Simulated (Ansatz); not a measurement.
The calculation's input:

```
crystal:
  lattice:
    - [3.3881983535, 0.0, 0.0]
    - [0.0, 3.3881983535, 0.0]
    - [0.0, 0.0, 4.7912877494]
  atoms:
    - { symbol: "N", position: [0.0, 0.0, 0.0] }
    - { symbol: Ga, position: [0.0, 0.0, 0.5] }
    - { symbol: P, position: [0.5, 0.5, 0.5] }
    - { symbol: Ga, position: [0.5, 0.5, 0.0] }
kpoints:
  mp_grid: { grid: [8, 8, 6] }
hamiltonian:
  xc: r2scan
scf:
  occupations: { method: fermi_dirac, width: 0.02 }
relax:
  f_tol: 0.005
  cell: {}
output:
  write_density: true
  write_potential: true
  elf: true
  volumetric_format: npy
```

Launched as:

```sh
ansatz run input.yaml --threads 2 --pin off --max-ram 2211MiB --backend cpu --events-out ev --progress --plain --runs-dir out
```

Below, planes, directions and counts refer to the conventional cell (a = 3.35 Å, b = 3.35 Å, c = 4.73 Å, α = 90.00°, β = 90.00°, γ = 90.00°).

The fields are those of the relaxed geometry.

Space group P4/mmm; started from the ordered alloy on rocksalt lattice prototype, which need not be the ambient phase.

Computed with Ansatz, DFT, r2SCAN, plane waves, PAW.

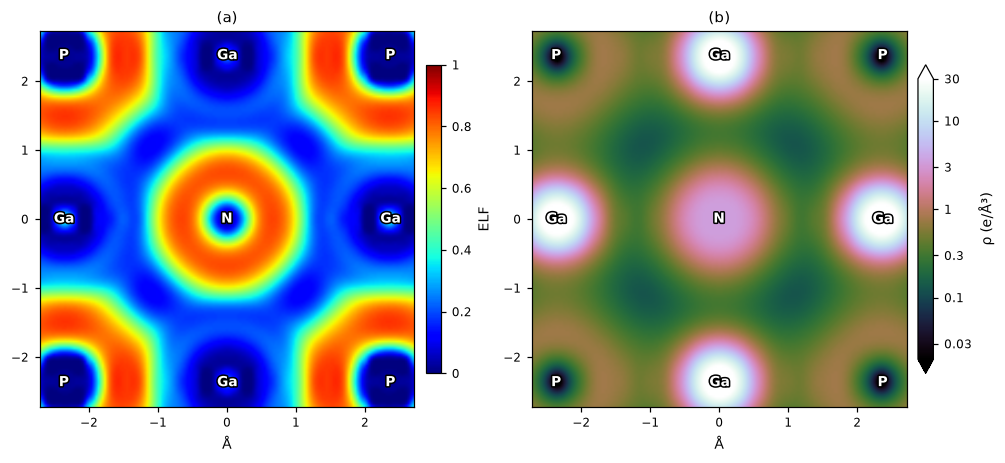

Ga2PN. (a) electron localisation function; (b) valence pseudo-density on the (110) plane of the conventional cell.

What does the map show?

Answer.
- Atoms in the plane: N, Ga and P.
- Ga–N (2.37 Å): ρ is about 0.31 e/Å³ halfway; the ELF peaks at about 0.85 in the valence shell of N, 0.7 Å from its nucleus, and drops to about 0.20 between the two atoms: no shared electron pair shows on this line.
- Ga–P (2.37 Å): ρ is about 0.49 e/Å³ halfway; the ELF peaks at about 0.85 in the valence shell of P, 0.8 Å from its nucleus, and is about 0.70 at the midpoint.
- Between the atoms the lowest density in this plane is 0.13 e/Å³.
